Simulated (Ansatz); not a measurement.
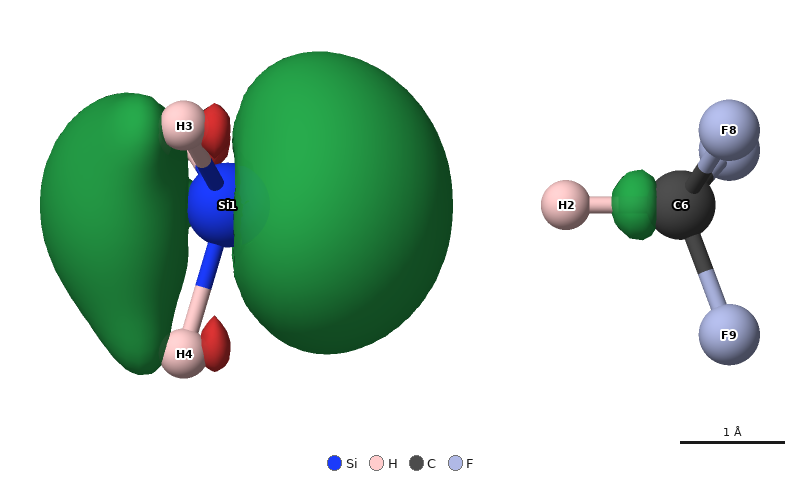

*H₃Si···CHF₃ (doublet). Isosurfaces of the spin density (α minus β) at +0.015 (green) and −0.015 e/Å³ (red), seen from one side.*

The calculation used Ansatz 0.2.0, UKS r2SCAN/def2-SVP.

```xyz
9

Si    0.0005    0.0000   -0.7494
H    -0.0003   -0.0002    2.5024
H     1.4299    0.0005   -1.1729
H    -0.7146    1.2377   -1.1728
H    -0.7138   -1.2381   -1.1730
C    -0.0001    0.0000    3.6072
F    -0.6767   -1.0528    4.0742
F     1.2500   -0.0595    4.0737
F    -0.5735    1.1124    4.0739
```

> Which atoms carry the spin?

The unpaired spin (1 electron) lies mostly on Si1 (about 0.8), in electrons by Hirshfeld's partition.
